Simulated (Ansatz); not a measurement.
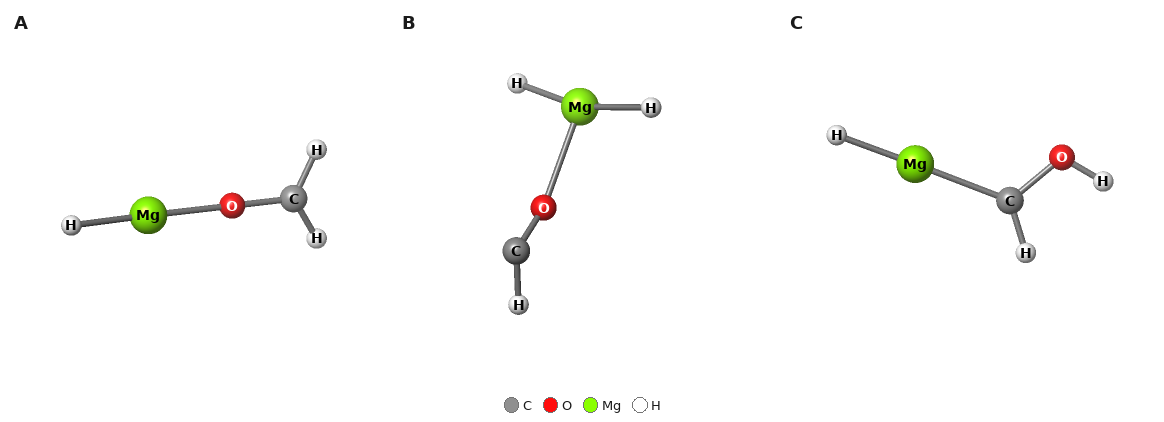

3 stationary structures of one formula. State: neutral, doublet. Geometries: PBE-D4/def2-SVP. Electronic energies: PBE-D4/def2-SVP (Ansatz 0.2.0), without zero-point energy. No frequency run is at hand to confirm each as a minimum.

### Which is lowest in energy, and by how much?

A is lowest; C lies 30.9 kcal/mol above it (Cs), B lies 40.8 kcal/mol above it.
